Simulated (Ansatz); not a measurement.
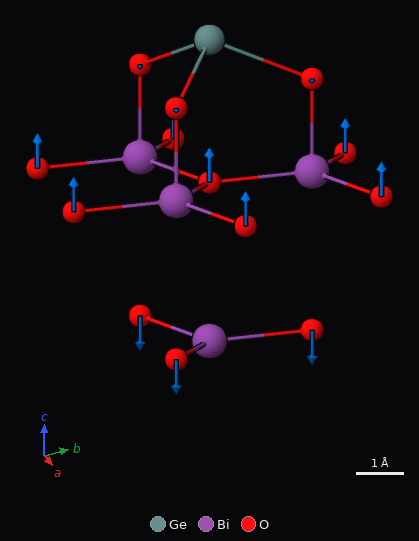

This is a relaxation of solid GeBi₂O₄ (built on the MgIn2Se4-166 type type). The starting structure is drawn; blue arrows show the displacements (the part carried along by the change of the cell is left out), 10 times their true length.

The picture is a ball-and-stick view of the atoms within 4.2 Å of the atom that moves most (axes of the conventional cell (3 times the calculation's cell)), seen slightly off an axis. Lengths and directions refer to the drawn axes.

All numbers below come from Ansatz 0.2.0, DFT, r2SCAN+rVV10, plane waves, PAW. (plane-wave cutoff 500 eV; k-point mesh 8 × 8 × 8; occupations fermi dirac; smearing width 0.03 eV; no spin polarisation; cell and atoms relaxed; force threshold 0.01 eV/Å; at most 120 steps)

### Describe the change and its energy.

The largest moves relative to the cell, 0.083 Å, are those of O atoms. By element the largest moves are O 0.083 Å, Bi 0.007 Å. Ge stays in place. The drawn cell changes as follows: a = b unchanged at 3.895 Å, c 29.123 → 28.938 Å (−0.6 %); the volume changes by −0.6 %. Near-neighbour distances that change, for instance: Bi–O 2.054 → 2.035 Å. Among the angles between lasting bonds that change: O–Bi–O 93.3° → 91.0°. The space group stays R-3m (No. 166). After 6 accepted moves (7 points after the start) the energy has fallen by 17.7 meV per cell of the calculation. Largest force component: 0.21 eV/Å at the start, 0.00064 eV/Å at the end. Pressure: −0.41 GPa at the start and −0.01 GPa at the end. At 1 point the geometry stayed and the basis and grid were re-selected for the new cell (energy shift of 0.3 meV per cell of the calculation at most each time).
